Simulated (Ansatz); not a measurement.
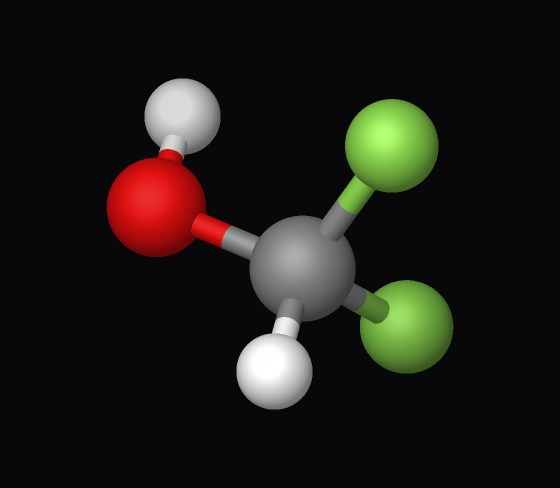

Ball-and-stick drawing of a structure. Colours: oxygen red, carbon grey, fluorine green, hydrogen white.

Question: Count the atoms of each element.

Answer: CH₂F₂O, 6 atoms: 1 carbon, 2 hydrogen, 2 fluorine and 1 oxygen.

Question: Give a SMILES string for it.

Answer: OC(F)F

The parts below concern this one geometry. Atoms keep their numbers from picture to picture. Computed geometry: PBE0-D4/def2-TZVP optimisation.

### Geometry

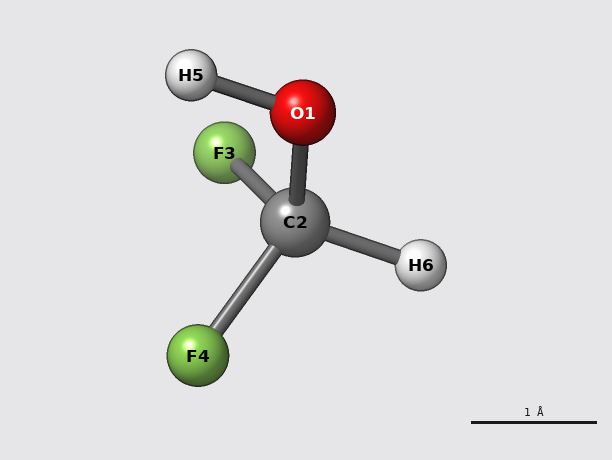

Atoms carry their numbers in the input.

Give the bond lengths.

```json
{"bond": "O1–C2", "length (Å)": "1.346", "order": "single"}
{"bond": "O1–H5", "length (Å)": "0.966", "order": "single"}
{"bond": "C2–F3", "length (Å)": "1.356", "order": "single"}
{"bond": "C2–F4", "length (Å)": "1.356", "order": "single"}
{"bond": "C2–H6", "length (Å)": "1.091", "order": "single"}
```

### Thermal motion

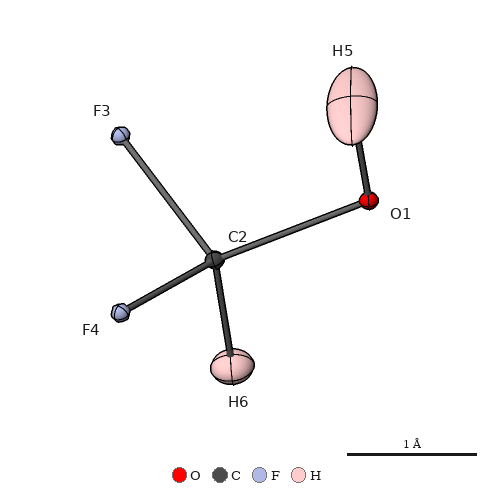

Displacement ellipsoids at the 50 % level, from the internal vibrations of the free molecule (harmonic, no overall translation or rotation; no half-axis is drawn under 0.075 Å). Vibrations computed with RKS PBE0-D4/def2-TZVP (Ansatz 0.2.0). Temperature: 400 K.

Question: Which atom moves most?

Answer: H5, with U_eq = 0.0376 Å².

Question: Does H5 move more along its bond or across it?

Answer: Across it: the root-mean-square amplitude is 0.065 Å along the bond and up to 0.304 Å across, since bending and torsion are softer than stretching.

List U_eq and the three principal root-mean-square amplitudes for each kind of atom.

```csv
atom,U_eq (Å²),rms amplitudes (Å)
O1,0.00082,"0.012, 0.034, 0.035"
C2,0.0012,"0.033, 0.034, 0.035"
"F3, F4",0.00077,"0.013, 0.031, 0.035"
H5,0.0376,"0.065, 0.128, 0.304"
H6,0.0104,"0.078, 0.111, 0.113"
```

### Vibrations

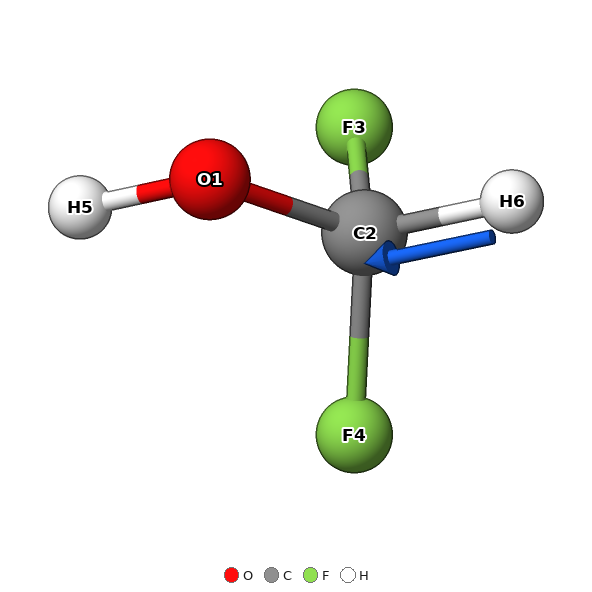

The arrows show one normal mode. Harmonic vibrations computed with RKS PBE0-D4/def2-TZVP (Ansatz 0.2.0) at a stationary point of the same level.

Question: Describe the motion.

Answer: Mostly C–H stretching.

Question: At what wavenumber does it lie?

Answer: 3147 cm⁻¹; it is mode 11 of 12 counted from the lowest.

### Charges

The questions are on Mulliken charges. Method: RKS PBE0-D4/def2-TZVP (Ansatz 0.2.0).

Question: Which atom carries the highest charge (most positive or least negative)?

Answer: C2 (0.36 e).

Question: And the lowest?

Answer: O1 (−0.39 e).

List the Mulliken charges.

| atom | value (e) |
| --- | --- |
| O1 | −0.39 |
| C2 | 0.36 |
| F3 | −0.19 |
| F4 | −0.19 |
| H5 | 0.33 |
| H6 | 0.09 |

Mulliken values depend strongly on the basis set and can even reverse the polarity of a bond.
